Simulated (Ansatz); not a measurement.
SnPH6Cl: geometry relaxation (part 1 of 2)

The run: geometry relaxation of SnPH6Cl. Method and program: RHF/def2-SVP (Ansatz 0.2.0).

It belongs to a series of runs on one base structure; here: end point B relaxed. Figures and captions count atoms from 1; the log counts them from 0 in places.

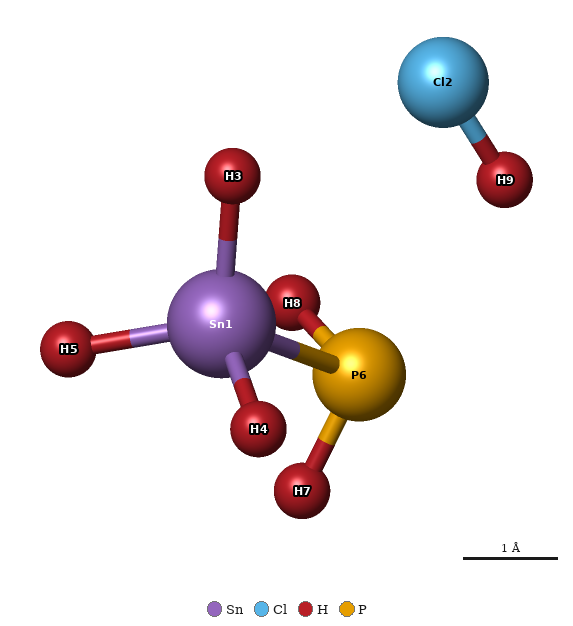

**Figure 1.** The structure as given in the input (ball-and-stick view, seen at a tilt; atoms are numbered from 1 in the order of the input). Sticks mark near contacts. Bond lengths as drawn: Cl–H 1.32 Å, H–P 1.41 Å, H–Sn 1.69 to 1.72 Å and P–Sn 2.48 Å.

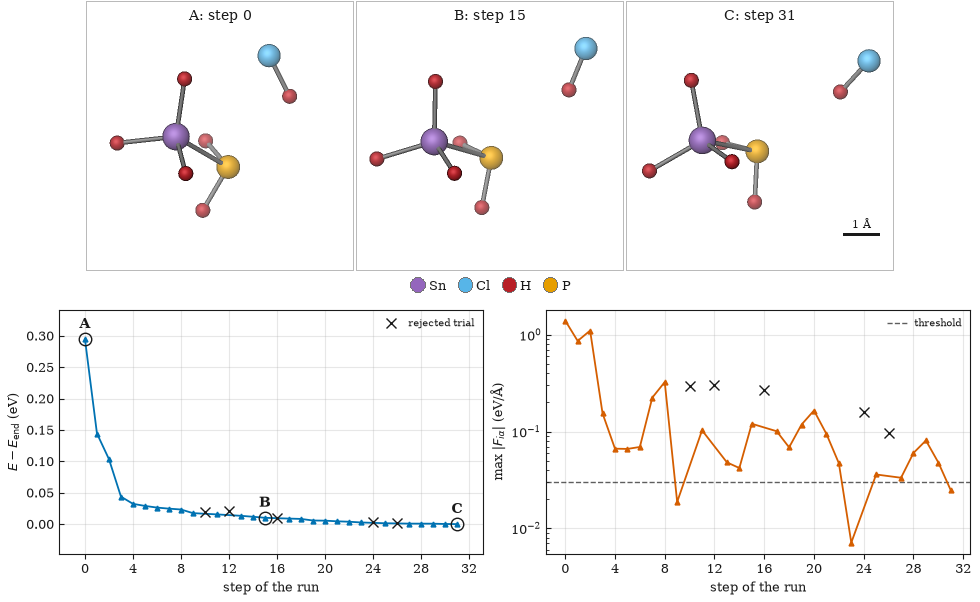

**Figure 2.** Frames of the relaxation (ball-and-stick view, seen at a tilt) above the curves, on which the letters mark them (the first geometry is step 0 here and step 1 in the log).

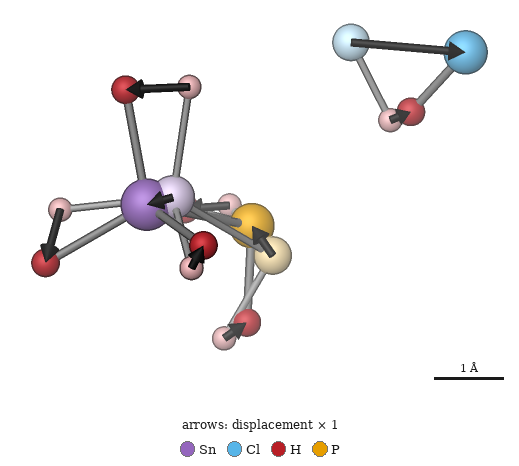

**Figure 3.** Start (faint) and end (solid) with the displacements as black arrows, at true length (ball-and-stick view, seen at a tilt). The two geometries are laid on each other by the best rigid fit. Over 31 geometry steps the energy falls by 0.295 eV. Largest force component: 1.4 eV/Å at the start, 0.025 eV/Å at the end. The line search rejected the trial steps at points 10, 12, 16, 24, 26 (counted from 0) and went back. Cl2 moves most after the best rigid fit: 1.68 Å. By element the largest moves are Cl 1.68 Å, H 0.96 Å, P 0.55 Å, Sn 0.40 Å. Among the contacts that change: Sn1–P6 2.482 → 2.540 Å, Cl2–H9 1.322 → 1.277 Å, Sn1–H3 1.693 → 1.708 Å, Sn1–H5 1.716 → 1.711 Å. Among the angles that change: H3–Sn1–P6 116.5° → 107.7°, H5–Sn1–P6 108.4° → 111.4°. (Atoms are counted from 1 in the order of the input.)

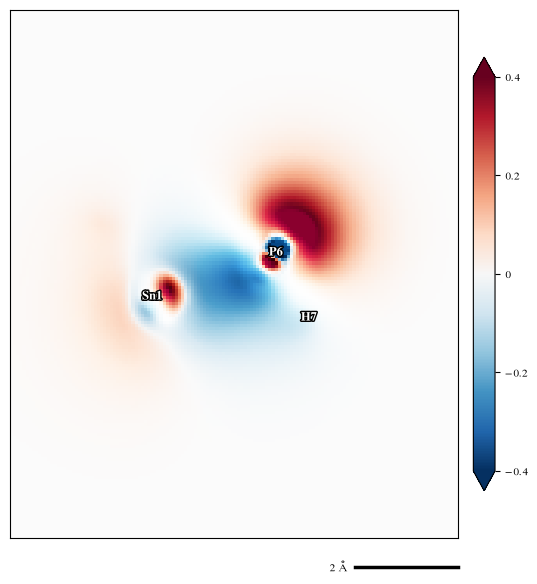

**Figure 4.** The HOMO on the plane of atoms Sn1, P6 and H7 (values in Å⁻³ᐟ²; the overall sign is arbitrary). Its energy is −9.95 eV.

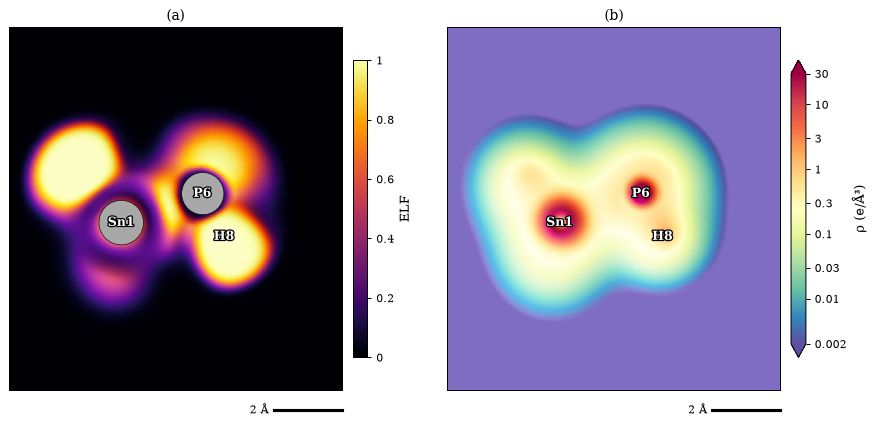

**Figure 5.** (a) electron localisation function; (b) electron density on the plane of atoms Sn1, P6 and H8. Grey discs, where drawn, cover atomic cores. P–H (1.41 Å): ρ at the midpoint is about 1.1 e/Å³; the ELF climbs to about 1 towards the hydrogen, as it does in any bond to H.

These pictures come from the run below.

Input file:
```yaml
crystal:
  periodic: [false, false, false]
  atoms:
    - { symbol: Sn, position_ang: [-0.538889, -0.07998, -0.376453] }
    - { symbol: Cl, position_ang: [0.137109, 0.139421, 3.181336] }
    - { symbol: H, position_ang: [0.978121, -0.115678, 0.374999] }
    - { symbol: H, position_ang: [-0.656094, 1.335276, -1.336069] }
    - { symbol: H, position_ang: [-0.653891, -1.439033, -1.418585] }
    - { symbol: P, position_ang: [-2.518155, -0.070205, 1.120469] }
    - { symbol: H, position_ang: [-3.47332, -0.292707, 0.104405] }
    - { symbol: H, position_ang: [-2.401168, -1.418444, 1.52559] }
    - { symbol: H, position_ang: [-1.090412, 0.62925, 3.207508] }
basis:
  gaussian: { orbitals: def2-SVP }
hamiltonian:
  xc: hf
relax:
  f_tol: 0.03
  max_steps: 50
output:
  orbitals: {}
```

Launched with:
```bash
ansatz run input.yaml --threads 1 --pin off --max-ram 2048MiB --backend cpu --events-out ev --progress --plain --runs-dir out
```

The program's output:
```
The last accepted step is kept in [file] (removed where the run ends without a failure and the disk answers)
Engine: ansatz 0.2.0, aarch64-unknown-linux-gnu
Functional definition: HF
  exchange = exact_x
  correlation = 0
1048 factors; integrals over basis functions are off by at most 3.4e-4 eV
mean field evaluation 1: about -27667.1644 eV, gradient 1.6e1 eV
mean field evaluation 2: about -27667.1697 eV, gradient 1.6e1 eV
mean field evaluation 4: about -27668.3637 eV, gradient 1.6e0 eV
mean field evaluation 8: about -27668.3782 eV, gradient 4.2e-4 eV
mean field -27668.37820299 eV, -1016.7941446594 hartree, gradient 1.1e-5 eV, S^2 0.000000; 0 other end points of the search recorded, 0 dependent functions left out
the calculation of the forces begins
reference -27668.37820299 eV, -1016.7941446594 hartree; 30, 30 occupied and 62, 62 virtual orbitals, 1048 factors
relax step   1: F+E_penalty+E_count = -27668.37820299 eV  Δ(F+E_penalty+E_count) = +0.000e0 eV  max|allowed force component| = 1.403e0 eV/Å  Δτ_max = 0.0000 Å  (26 SCF iters, accepted)
these checks for a lower state are left out or cut short: starts, cluster_reference, orbital_swaps, neighbouring_geometries, increment
1048 factors; integrals over basis functions are off by at most 3.5e-4 eV
mean field evaluation 16: about -27668.5286 eV, gradient 1.9e-4 eV
mean field -27668.52860853 eV, -1016.7996719614 hartree, gradient 2.5e-5 eV, S^2 0.000000; 0 other end points of the search recorded, 0 dependent functions left out
[... from here on the field's lines of each further geometry are left out, up to the last ...]
relax step   2: F+E_penalty+E_count = -27668.52860853 eV  Δ(F+E_penalty+E_count) = -1.504e-1 eV  max|allowed force component| = 8.642e-1 eV/Å  Δτ_max = 0.1945 Å  (24 SCF iters, accepted)
relax step   3: F+E_penalty+E_count = -27668.56944793 eV  Δ(F+E_penalty+E_count) = -4.084e-2 eV  max|allowed force component| = 1.106e0 eV/Å  Δτ_max = 0.1946 Å  (24 SCF iters, accepted)
relax step   4: F+E_penalty+E_count = -27668.62919810 eV  Δ(F+E_penalty+E_count) = -5.975e-2 eV  max|allowed force component| = 1.543e-1 eV/Å  Δτ_max = 0.2000 Å  (21 SCF iters, accepted)
relax step   5: F+E_penalty+E_count = -27668.64061275 eV  Δ(F+E_penalty+E_count) = -1.141e-2 eV  max|allowed force component| = 6.652e-2 eV/Å  Δτ_max = 0.2000 Å  (21 SCF iters, accepted)
relax step   6: F+E_penalty+E_count = -27668.64395134 eV  Δ(F+E_penalty+E_count) = -3.339e-3 eV  max|allowed force component| = 6.615e-2 eV/Å  Δτ_max = 0.0933 Å  (21 SCF iters, accepted)
relax step   7: F+E_penalty+E_count = -27668.64658028 eV  Δ(F+E_penalty+E_count) = -2.629e-3 eV  max|allowed force component| = 6.928e-2 eV/Å  Δτ_max = 0.0733 Å  (21 SCF iters, accepted)
relax step   8: F+E_penalty+E_count = -27668.64827785 eV  Δ(F+E_penalty+E_count) = -1.698e-3 eV  max|allowed force component| = 2.243e-1 eV/Å  Δτ_max = 0.0821 Å  (21 SCF iters, accepted)
relax step   9: F+E_penalty+E_count = -27668.64964938 eV  Δ(F+E_penalty+E_count) = -1.372e-3 eV  max|allowed force component| = 3.248e-1 eV/Å  Δτ_max = 0.0850 Å  (21 SCF iters, accepted)
relax step  10: F+E_penalty+E_count = -27668.65544000 eV  Δ(F+E_penalty+E_count) = -5.791e-3 eV  max|allowed force component| = 1.873e-2 eV/Å  Δτ_max = 0.1274 Å  (21 SCF iters, accepted)
relax step  11: F+E_penalty+E_count = -27668.65382157 eV  Δ(F+E_penalty+E_count) = +1.618e-3 eV  max|allowed force component| = 2.955e-1 eV/Å  Δτ_max = 0.1952 Å  (24 SCF iters, rejected (line search))
relax step  12: F+E_penalty+E_count = -27668.65743488 eV  Δ(F+E_penalty+E_count) = -1.995e-3 eV  max|allowed force component| = 1.030e-1 eV/Å  Δτ_max = 0.0974 Å  (21 SCF iters, accepted)
relax step  13: F+E_penalty+E_count = -27668.65268762 eV  Δ(F+E_penalty+E_count) = +4.747e-3 eV  max|allowed force component| = 2.994e-1 eV/Å  Δτ_max = 0.0982 Å  (21 SCF iters, rejected (line search))
relax step  14: F+E_penalty+E_count = -27668.65967730 eV  Δ(F+E_penalty+E_count) = -2.242e-3 eV  max|allowed force component| = 4.804e-2 eV/Å  Δτ_max = 0.0491 Å  (22 SCF iters, accepted)
relax step  15: F+E_penalty+E_count = -27668.66120568 eV  Δ(F+E_penalty+E_count) = -1.528e-3 eV  max|allowed force component| = 4.198e-2 eV/Å  Δτ_max = 0.0488 Å  (22 SCF iters, accepted)
relax step  16: F+E_penalty+E_count = -27668.66285053 eV  Δ(F+E_penalty+E_count) = -1.645e-3 eV  max|allowed force component| = 1.204e-1 eV/Å  Δτ_max = 0.0749 Å  (21 SCF iters, accepted)
relax step  17: F+E_penalty+E_count = -27668.66278678 eV  Δ(F+E_penalty+E_count) = +6.375e-5 eV  max|allowed force component| = 2.706e-1 eV/Å  Δτ_max = 0.0884 Å  (21 SCF iters, rejected (line search))
relax step  18: F+E_penalty+E_count = -27668.66411521 eV  Δ(F+E_penalty+E_count) = -1.265e-3 eV  max|allowed force component| = 1.008e-1 eV/Å  Δτ_max = 0.0431 Å  (22 SCF iters, accepted)
relax step  19: F+E_penalty+E_count = -27668.66466314 eV  Δ(F+E_penalty+E_count) = -5.479e-4 eV  max|allowed force component| = 6.866e-2 eV/Å  Δτ_max = 0.0549 Å  (22 SCF iters, accepted)
relax step  20: F+E_penalty+E_count = -27668.66717030 eV  Δ(F+E_penalty+E_count) = -2.507e-3 eV  max|allowed force component| = 1.181e-1 eV/Å  Δτ_max = 0.0818 Å  (21 SCF iters, accepted)
relax step  21: F+E_penalty+E_count = -27668.66742188 eV  Δ(F+E_penalty+E_count) = -2.516e-4 eV  max|allowed force component| = 1.650e-1 eV/Å  Δτ_max = 0.0644 Å  (21 SCF iters, accepted)
relax step  22: F+E_penalty+E_count = -27668.66844141 eV  Δ(F+E_penalty+E_count) = -1.020e-3 eV  max|allowed force component| = 9.454e-2 eV/Å  Δτ_max = 0.0141 Å  (21 SCF iters, accepted)
relax step  23: F+E_penalty+E_count = -27668.66911538 eV  Δ(F+E_penalty+E_count) = -6.740e-4 eV  max|allowed force component| = 4.708e-2 eV/Å  Δτ_max = 0.0201 Å  (21 SCF iters, accepted)
relax step  24: F+E_penalty+E_count = -27668.67027830 eV  Δ(F+E_penalty+E_count) = -1.163e-3 eV  max|allowed force component| = 7.111e-3 eV/Å  Δτ_max = 0.0470 Å  (22 SCF iters, accepted)
relax step  25: F+E_penalty+E_count = -27668.66933812 eV  Δ(F+E_penalty+E_count) = +9.402e-4 eV  max|allowed force component| = 1.596e-1 eV/Å  Δτ_max = 0.1678 Å  (22 SCF iters, rejected (line search))
relax step  26: F+E_penalty+E_count = -27668.67153360 eV  Δ(F+E_penalty+E_count) = -1.255e-3 eV  max|allowed force component| = 3.600e-2 eV/Å  Δτ_max = 0.0819 Å  (21 SCF iters, accepted)
relax step  27: F+E_penalty+E_count = -27668.67148229 eV  Δ(F+E_penalty+E_count) = +5.131e-5 eV  max|allowed force component| = 9.600e-2 eV/Å  Δτ_max = 0.0974 Å  (21 SCF iters, rejected (line search))
relax step  28: F+E_penalty+E_count = -27668.67214410 eV  Δ(F+E_penalty+E_count) = -6.105e-4 eV  max|allowed force component| = 3.330e-2 eV/Å  Δτ_max = 0.0475 Å  (22 SCF iters, accepted)
relax step  29: F+E_penalty+E_count = -27668.67217418 eV  Δ(F+E_penalty+E_count) = -3.008e-5 eV  max|allowed force component| = 6.007e-2 eV/Å  Δτ_max = 0.0488 Å  (21 SCF iters, accepted)
relax step  30: F+E_penalty+E_count = -27668.67224446 eV  Δ(F+E_penalty+E_count) = -7.028e-5 eV  max|allowed force component| = 8.087e-2 eV/Å  Δτ_max = 0.0543 Å  (22 SCF iters, accepted)
relax step  31: F+E_penalty+E_count = -27668.67271195 eV  Δ(F+E_penalty+E_count) = -4.675e-4 eV  max|allowed force component| = 4.784e-2 eV/Å  Δτ_max = 0.0096 Å  (21 SCF iters, accepted)
the calculation of the forces begins
reference -27668.67292971 eV, -1016.8049756669 hartree; 30, 30 occupied and 62, 62 virtual orbitals, 1048 factors
relax step  32: F+E_penalty+E_count = -27668.67292971 eV  Δ(F+E_penalty+E_count) = -2.178e-4 eV  max|allowed force component| = 2.471e-2 eV/Å  Δτ_max = 0.0135 Å  (20 SCF iters, accepted)
1048 factors; integrals over basis functions are off by at most 3.7e-4 eV
mean field -27668.67292971 eV, -1016.8049756669 hartree, gradient 3.3e-5 eV, S^2 0.000000; 1 other end points of the search recorded, 0 dependent functions left out
the calculation of the forces begins
reference -27668.67292971 eV, -1016.8049756669 hartree; 30, 30 occupied and 62, 62 virtual orbitals, 1048 factors
Total energy: -27668.67292971 eV, -1016.8049756669 hartree
Atom 0 at    -0.544667    -0.229859    -0.734523 Å, force     0.006258     0.010106    -0.019152 eV/Å
Atom 1 at    -0.205258     1.257149     4.304181 Å, force    -0.015087    -0.008681    -0.013883 eV/Å
Atom 2 at     0.958090    -0.868245    -0.233336 Å, force    -0.015763     0.007737    -0.008826 eV/Å
Atom 3 at    -0.405245     1.443966    -1.048694 Å, force     0.003211    -0.024710     0.009142 eV/Å
Atom 4 at    -1.083110    -1.039775    -2.141668 Å, force     0.006836     0.007433     0.020044 eV/Å
Atom 5 at    -2.182316    -0.516479     1.186020 Å, force    -0.001009    -0.008308    -0.000172 eV/Å
Atom 6 at    -3.342743    -0.136963     0.478167 Å, force    -0.000511     0.000423    -0.000417 eV/Å
Atom 7 at    -2.367971    -1.908714     1.045113 Å, force     0.001463     0.005311    -0.000302 eV/Å
Atom 8 at    -1.043479     0.686821     3.527940 Å, force     0.014603     0.010689     0.013565 eV/Å
Dipole moment:    -0.221194    -0.243141    -0.497953 e Å
```

Trajectory as extended XYZ (Å, eV, eV/Å), 23 of the 32 frames kept, from step=1 to step=32:
```
9
Properties=species:S:1:pos:R:3:forces:R:3 step=1 energy=-27668.37820
Sn   -0.5389   -0.0800   -0.3765    0.4117  -0.0686  -0.9327
Cl    0.1371    0.1394    3.1813   -1.2323   0.5964   0.5585
H     0.9781   -0.1157    0.3750    0.0013  -0.0033   0.0076
H    -0.6561    1.3353   -1.3361   -0.0030   0.0176   0.0121
H    -0.6539   -1.4390   -1.4186    0.0049   0.0123  -0.0131
P    -2.5182   -0.0702    1.1205   -0.5403  -0.0511   0.3132
H    -3.4733   -0.2927    0.1044    0.0088  -0.0088   0.0087
H    -2.4012   -1.4184    1.5256   -0.0539   0.0122  -0.0125
H    -1.0904    0.6292    3.2075    1.4028  -0.5067   0.0581
9
Properties=species:S:1:pos:R:3:forces:R:3 step=2 energy=-27668.52861
Sn   -0.5271   -0.0878   -0.4745   -0.1695   0.0182   0.2253
Cl    0.1582    0.1682    3.3725   -0.7762   0.3498   0.1693
H     0.9641   -0.1177    0.3468   -0.0647  -0.0056  -0.0317
H    -0.6564    1.3587   -1.3674    0.0049   0.0181  -0.1259
H    -0.6520   -1.4647   -1.4658    0.0111  -0.0542  -0.1776
P    -2.5425   -0.0766    1.1165    0.2465   0.0153  -0.1883
H    -3.4884   -0.3005    0.0947   -0.0781  -0.0275   0.0222
H    -2.4216   -1.4235    1.5222   -0.0383  -0.0267  -0.0440
H    -1.0510    0.6318    3.2382    0.8642  -0.2874   0.1507
9
Properties=species:S:1:pos:R:3:forces:R:3 step=4 energy=-27668.62920
Sn   -0.5700   -0.1133   -0.5847   -0.0029   0.0206   0.0785
Cl    0.1724    0.2284    3.7545   -0.1505   0.0678   0.0038
H     0.8954   -0.1429    0.2805    0.0386  -0.0105  -0.0061
H    -0.6759    1.3266   -1.4993   -0.0067  -0.0072  -0.0254
H    -0.6664   -1.4707   -1.6185   -0.0083   0.0018  -0.0208
P    -2.5043   -0.0868    1.0687    0.0978   0.0133  -0.1140
H    -3.4867   -0.2898    0.0765   -0.1053  -0.0092   0.0605
H    -2.3951   -1.4408    1.4531   -0.0169  -0.0328  -0.0301
H    -0.9861    0.6771    3.4524    0.1543  -0.0439   0.0536
```
